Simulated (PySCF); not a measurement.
# C3H8: what the fields show

Input

```
{"job": {"kind": "sp", "xc": "wB97X", "basis": "ma-def2-TZVP", "d3": "d3bj", "grid": 2}, "charge": 0, "multiplicity": 1}
C      1.269386     0.125724     0.146802
C      0.021851     0.070853    -0.721652
C     -1.263176    -0.048155     0.083174
H      1.361436    -0.778832     0.770198
H      1.242782     0.991242     0.829059
H      2.185702     0.207257    -0.458014
H      0.097555    -0.780321    -1.420444
H     -1.265365    -0.962682     0.698719
H     -2.150987    -0.083052    -0.567007
H     -1.385712     0.807024     0.767962
H     -0.023978     0.973085    -1.356000
```

Run with:

```sh
OMP_NUM_THREADS=1 python redox_run.py task.json out
```

Geometry: PBE0-D3(BJ)/def2-SVP.

Theory: DFT single point, gas phase, functional wB97X (PySCF 2.14.0, density-fitted response routines).

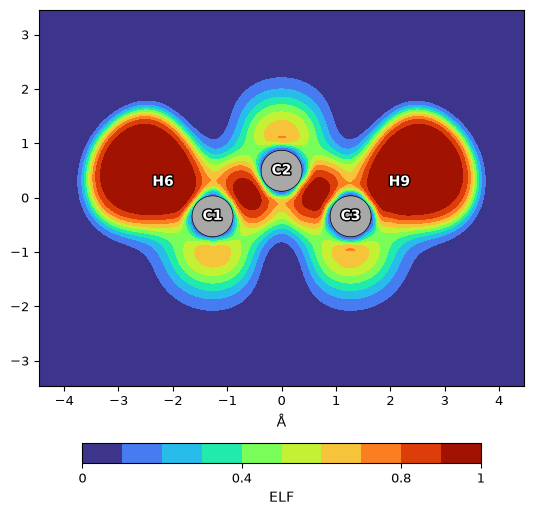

Figure 1. ELF on the plane of atoms C2, C1 and H6. Grey discs cover the atomic cores.

Describe what can be read from this map.

The plane passes through C and H nuclei.
C–C (1.52 Å): the ELF peaks at about 0.95 between the atoms (a shared electron pair).
C–H (1.10 Å): the ELF climbs to about 1 towards the hydrogen, as it does in any bond to H: an ordinary covalent bond to hydrogen.

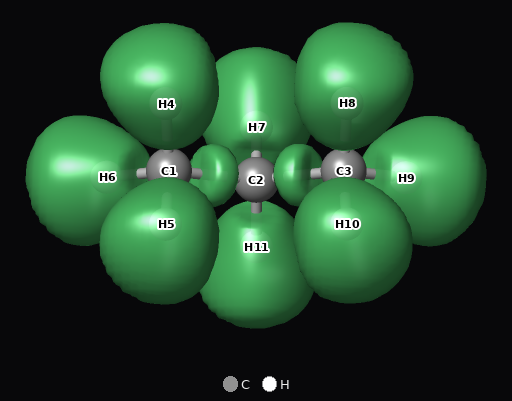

Figure 2. Isosurface of the ELF at 0.8 (green), seen from one side. Core shells and regions of very low density are left out.

Describe the localisation domains.

At this value the surface marks out two regions between bonded C–C atoms (shared pairs) and eight regions around hydrogen nuclei.

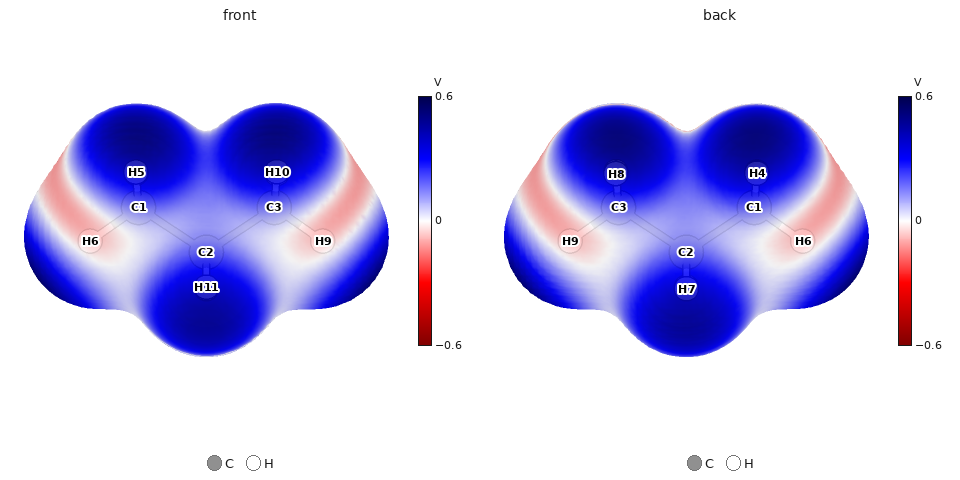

Figure 3. The molecular electrostatic potential painted on the density surface at 0.002 e/bohr³, seen from the front and from behind; red is negative and blue positive.

Which sites attract a positive test charge, and which a negative one?

A positive charge is drawn to the negative regions and a negative charge to the positive ones. The most negative region (about −0.1 V) lies over C1, C2 and C3, the most positive (about +0.5 V, or +12 kcal/mol for a unit charge) over the H atoms.
